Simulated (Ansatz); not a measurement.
**C2H7NSi (SMILES C=NC[SiH3]): density, localisation and related maps**

Input file:

```
crystal:
  periodic: [false, false, false]
  atoms:
    - {symbol: C, position_ang: [-0.639351, 1.869334, 0.363863]}
    - {symbol: N, position_ang: [-0.998594, 0.713074, 0.017997]}
    - {symbol: C, position_ang: [-0.299048, -0.417007, 0.562558]}
    - {symbol: Si, position_ang: [0.706291, -1.257428, -0.802717]}
    - {symbol: H, position_ang: [-1.145865, 2.733452, -0.063221]}
    - {symbol: H, position_ang: [0.166886, 2.058964, 1.086583]}
    - {symbol: H, position_ang: [-1.029882, -1.151367, 0.917890]}
    - {symbol: H, position_ang: [0.365225, -0.161731, 1.404491]}
    - {symbol: H, position_ang: [1.729596, -0.311269, -1.319907]}
    - {symbol: H, position_ang: [-0.179773, -1.683047, -1.914536]}
    - {symbol: H, position_ang: [1.389914, -2.450075, -0.232401]}
basis:
  gaussian: {orbitals: def2-TZVPP}
hamiltonian: {xc: pbe0, dispersion: d4}
output: {orbitals: {seedname: orbitals}}
```

Command:

```sh
ansatz run in.yaml --threads 2 --pin off --events-out ev --progress --plain --max-ram 4352MiB
```

Geometry: PBE0-D4/def2-TZVP.

Computed with Ansatz, RKS PBE0-D4/def2-TZVPP.

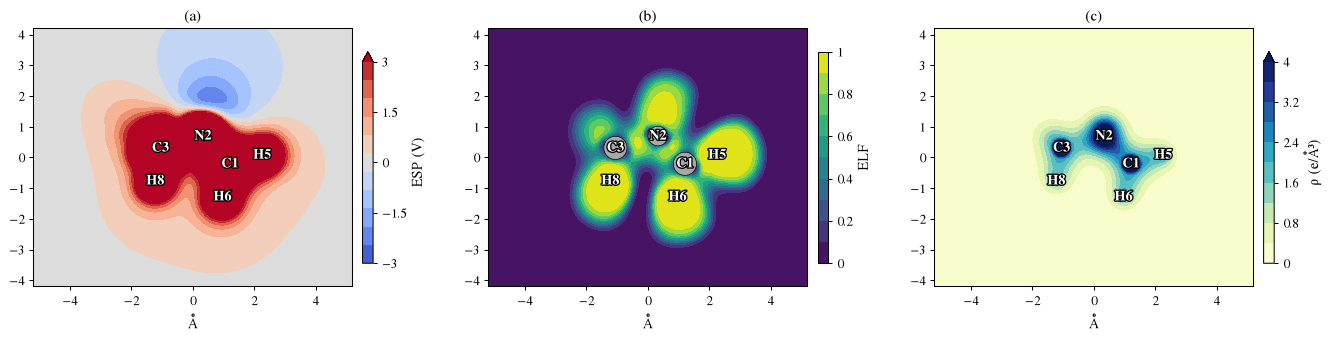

Figure 1. (a) electrostatic potential; (b) electron localisation function; (c) total electron density on the plane of atoms N2, C1 and H6. Grey discs cover the atomic cores in the ELF map.

Q: What does the map show?

A:
- Atoms in the plane: C, N and H.
- C–N (1.26 Å): ρ is about 3 e/Å³ halfway; the ELF peaks at about 0.90 between the atoms (a short, multiple covalent bond).
- C–H (1.09 Å): ρ at the midpoint is about 2.1 e/Å³; the ELF climbs to about 1 towards the hydrogen, as it does in any bond to H; an ordinary covalent bond to hydrogen.
- C–N (1.44 Å): the density is about 2 e/Å³ at the midpoint; the ELF peaks at about 0.90 between the atoms: localised, covalent bonding.
- The ELF also peaks beside N2, away from the bonds: lone-pair regions.
- Outside the dense part of the molecule the potential is most negative (−2.2 V) near N2.

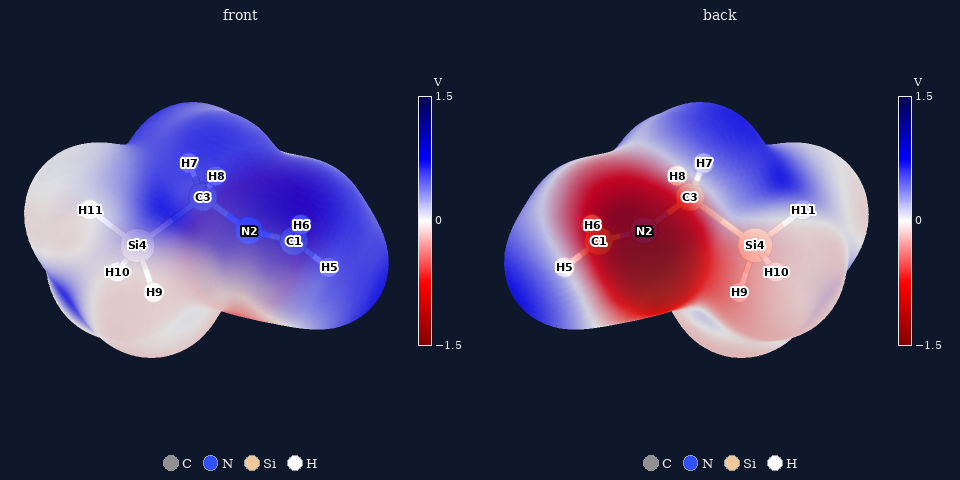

Figure 2. The electrostatic potential painted on the density surface at 0.001 e/bohr³, seen from the front and from behind; red is negative and blue positive.

Q: Describe the electrostatic potential map.

A: The most negative region (about −1.4 V) lies over N2, the most positive (about +0.7 V) over Si4, H5 and H6. N2 is the likeliest acceptor of a hydrogen bond.

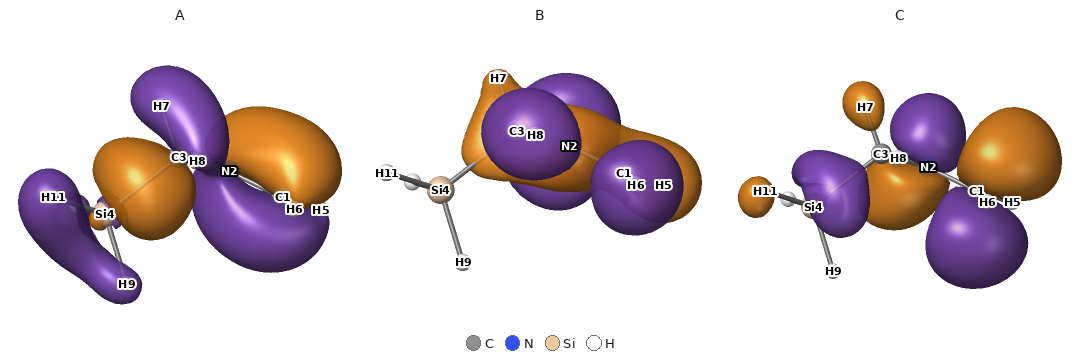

Figure 3. Three frontier orbitals at ±0.08 Å⁻³ᐟ² (orange and purple are the two phases), in no order.

Q: Order the three orbitals by energy and name them.

A: A is the HOMO−1 (−8.13 eV). It lies mainly on C1 (about 25 %), C3 (about 20 %), N2 (about 20 %) and Si4 (about 15 %). B is the HOMO (−7.49 eV). Its weight (Hirshfeld) is mainly on N2 (about 60 %), C1 (about 10 %), C3 (about 10 %) and H6 (about 5 %). C is the LUMO (−0.50 eV). It lies mainly on C1 (about 40 %), N2 (about 30 %), Si4 (about 5 %) and H6 (about 5 %); π-antibonding (π*) across C1–N2.

Q: What is the HOMO–LUMO gap?

A: 6.99 eV between the orbital energies.
